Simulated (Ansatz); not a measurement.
# PBE-QIDH/6-31G(d) (spherical functions) run of Si2H5OF (SMILES O[SiH](F)[SiH3])

What is the energy change on altering one bond length of Si2H5OF at PBE-QIDH/6-31G* (spherical functions)? 

Program for the calculation: Ansatz 0.2.0.

75 further runs of the same task are left out: 75 set aside as unsound or not needed.

## Step 1: Starting point

Si2H5OF has 9 atoms, charge 0, and is taken as a singlet. SMILES: `O[SiH](F)[SiH3]`. The shape is that of a PBE0-D4/def2-TZVP optimisation. This is one conformer, not always the lowest.

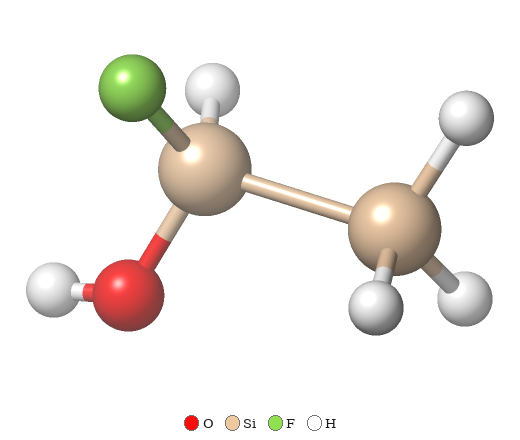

The structure, seen from a chosen angle (oxygen red, silicon light orange, fluorine green, hydrogen white).

## Step 2: The energy at PBE-QIDH/6-31G(d) (spherical functions)

in.yaml

```yaml
crystal:
  periodic: [false, false, false]
  atoms:
    - {symbol: O, position_ang: [-0.392500, -0.610800, 1.768100]}
    - {symbol: Si, position_ang: [-0.831500, -0.160600, 0.257700]}
    - {symbol: F, position_ang: [-1.775600, 1.133800, 0.319400]}
    - {symbol: Si, position_ang: [1.135000, 0.371100, -0.891700]}
    - {symbol: H, position_ang: [-1.050500, -1.005600, 2.343000]}
    - {symbol: H, position_ang: [-1.664600, -1.215400, -0.380600]}
    - {symbol: H, position_ang: [0.798700, 0.860600, -2.255200]}
    - {symbol: H, position_ang: [1.981700, -0.845200, -1.013900]}
    - {symbol: H, position_ang: [1.887800, 1.425600, -0.163800]}
basis:
  gaussian:
    orbitals: 6-31G_st_-spherical.json
hamiltonian:
  xc: {name: PBE-QIDH}
correlation:
  frozen_orbitals: {F: 1, H: 0, O: 1, Si: 5}
accuracy: high
output: {orbitals: {seedname: orbitals}}
```

The basis set 6-31G* is read from a file made from the Basis Set Exchange's data (not shown).

Launch:

```
$ ansatz run in.yaml --threads 1 --pin off --max-ram 3480MiB --events-out events.jsonl --progress --plain --runs-dir runs
```

Output:

```text
Warning: RAYON_NUM_THREADS=1 ignored (pool sized by the plan → 1); use --threads N
Functional definition: PBE-QIDH
  name "PBE-QIDH"
  parameter a = 3^(-1/3)
  parameter c = 1/3
  exchange = (1 - a)*pbe_x + a*exact_x
  correlation = (1 - c)*pbe_c + c*(mp2_os + mp2_ss)
1651 factors; integrals over basis functions are off by at most 5.1e-9 eV
mean field evaluation 1: about -20574.6980 eV, gradient 4.1e1 eV
mean field evaluation 2: about -20574.7748 eV, gradient 4.1e1 eV
mean field evaluation 4: about -20577.8142 eV, gradient 1.9e0 eV
mean field evaluation 8: about -20577.8295 eV, gradient 2.0e-1 eV
mean field evaluation 16: about -20577.8296 eV, gradient 1.1e-5 eV
mean field -20577.82962507 eV, -756.2212905674 hartree, gradient 7.1e-8 eV, S^2 0.000000; 0 other end points of the search recorded, 0 dependent functions left out
12 core orbitals not correlated: weight in the atoms' cores, before any rotation towards them, 1.000 or more for the frozen orbitals, at most 0.000 for the correlated occupied ones
reference -20577.82962628 eV, -756.2212906120 hartree; 13, 13 occupied and 49, 49 virtual orbitals, 1651 factors
second order -15.63308481 eV of doubles, -0.00000000 eV of singles
Total energy: -20583.04065455 eV, -756.4127923687 hartree
```

Wall time 5.7 s (1 thread of Intel Xeon 6975P-C (Granite Rapids), shared host); peak memory 0.25 GiB.

## Step 3: The distorted shape

job.yaml

```yaml
crystal:
  periodic: [false, false, false]
  atoms:
    - {symbol: O, position_ang: [-0.505408, -0.768958, 1.658927]}
    - {symbol: Si, position_ang: [-0.944408, -0.318758, 0.148527]}
    - {symbol: F, position_ang: [-1.888508, 0.975642, 0.210227]}
    - {symbol: Si, position_ang: [1.022092, 0.212942, -1.000873]}
    - {symbol: H, position_ang: [-1.163408, -1.163758, 2.233827]}
    - {symbol: H, position_ang: [-1.777508, -1.373558, -0.489773]}
    - {symbol: H, position_ang: [0.685792, 0.702442, -2.364373]}
    - {symbol: H, position_ang: [1.868792, -1.003358, -1.123073]}
    - {symbol: H, position_ang: [1.887800, 1.425600, -0.163800]}
basis:
  gaussian:
    orbitals: 6-31G_st_-spherical.json
hamiltonian:
  xc: {name: PBE-QIDH}
correlation:
  frozen_orbitals: {F: 1, H: 0, O: 1, Si: 5}
accuracy: high
output: {orbitals: {seedname: orbitals}}
```

The basis set 6-31G* is read from a file made from the Basis Set Exchange's data (not shown).

Launch:

```
$ ansatz run job.yaml --threads 1 --pin off --max-ram 3480MiB --events-out events.jsonl --progress --plain --runs-dir runs
```

Output, cut to the lines that bear on the results:

```text
Warning: RAYON_NUM_THREADS=1 ignored (pool sized by the plan → 1); use --threads N
[... 2 set-up lines as earlier in the session ...]
[...]
1648 factors; integrals over basis functions are off by at most 3.5e-9 eV
[...]
mean field -20577.44204282 eV, -756.2070471826 hartree, gradient 6.8e-8 eV, S^2 0.000000; 0 other end points of the search recorded, 0 dependent functions left out
12 core orbitals not correlated: weight in the atoms' cores, before any rotation towards them, 1.000 or more for the frozen orbitals, at most 0.000 for the correlated occupied ones
reference -20577.44204404 eV, -756.2070472273 hartree; 13, 13 occupied and 49, 49 virtual orbitals, 1648 factors
second order -15.69833469 eV of doubles, -0.00000000 eV of singles
Total energy: -20582.67482227 eV, -756.3993482804 hartree
```

Run time: 5.4 s. Hardware: 1 thread of Intel Xeon 6975P-C (Granite Rapids), shared host; peak memory 0.25 GiB.

## Step 4: Summary of results

Level: PBE-QIDH/6-31G* (spherical functions), 12 core orbitals frozen.

```
                                                          quantity          value
                                         first shape: total energy  -756.41279 Eh
                    first shape: HOMO energy (SCF part's orbitals)      -10.18 eV
                    first shape: LUMO energy (SCF part's orbitals)        2.01 eV
                  first shape: HOMO–LUMO gap (SCF part's orbitals)       12.19 eV
                                     distorted shape: total energy  -756.39935 Eh
                distorted shape: HOMO energy (SCF part's orbitals)      -10.20 eV
                distorted shape: LUMO energy (SCF part's orbitals)        1.69 eV
              distorted shape: HOMO–LUMO gap (SCF part's orbitals)       11.89 eV
energy change with the Si4–H9 bond stretched from 1.486 to 1.709 Å       0.366 eV
```

What this shows: With the Si4–H9 bond stretched from 1.486 to 1.709 Å the energy rises by 0.37 eV (8.4 kcal/mol). The first shape isn't relaxed at this level, so the change isn't measured from a minimum.
